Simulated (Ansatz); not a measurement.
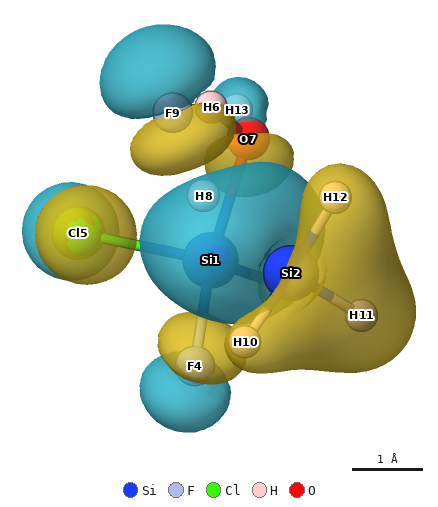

The picture shows: ClF2H2OSi···H3Si···H···F. One frontier orbital at ±0.08 Å⁻³ᐟ² (yellow and cyan are the two phases), seen at an oblique angle.

A transition-state structure; geometry: PBE0-D4/def2-TZVP.

Method: RKS PBE0-D4/def2-TZVPP (Ansatz).

Input file:

```
crystal:
  periodic: [false, false, false]
  atoms:
    - {symbol: Si, position_ang: [-0.960753, 0.146533, 0.538769]}
    - {symbol: Si, position_ang: [0.990913, -1.414126, -0.109980]}
    - {symbol: F, position_ang: [-2.349828, -0.313709, -0.089780]}
    - {symbol: F, position_ang: [-0.880820, -0.985890, 1.695854]}
    - {symbol: Cl, position_ang: [-1.143630, 1.790288, 1.745878]}
    - {symbol: H, position_ang: [0.392650, 1.516732, -0.796938]}
    - {symbol: O, position_ang: [-0.631660, 1.129653, -0.985769]}
    - {symbol: H, position_ang: [0.997702, 0.335501, 0.147758]}
    - {symbol: F, position_ang: [1.505418, 1.444122, -0.246226]}
    - {symbol: H, position_ang: [1.625606, -2.003936, 1.083907]}
    - {symbol: H, position_ang: [-0.181900, -2.198790, -0.578045]}
    - {symbol: H, position_ang: [1.934791, -1.248735, -1.239980]}
    - {symbol: H, position_ang: [-1.298489, 1.802356, -1.165548]}
basis:
  gaussian: {orbitals: def2-TZVPP}
hamiltonian: {xc: pbe0, dispersion: d4}
output: {orbitals: {seedname: orbitals}}
```

Run with:

```sh
ansatz run in.yaml --threads 4 --pin off --events-out ev --progress --plain --max-ram 66560MiB --backend cuda --devices 0, --max-vram 37GiB
```

**Which orbital is it: HOMO or LUMO?**

The HOMO, at −8.67 eV. By Hirshfeld shares it lies mainly on Si2 (about 25 %), F9 (about 25 %), Si1 (about 15 %), H8 (about 10 %) and F4 (about 10 %).
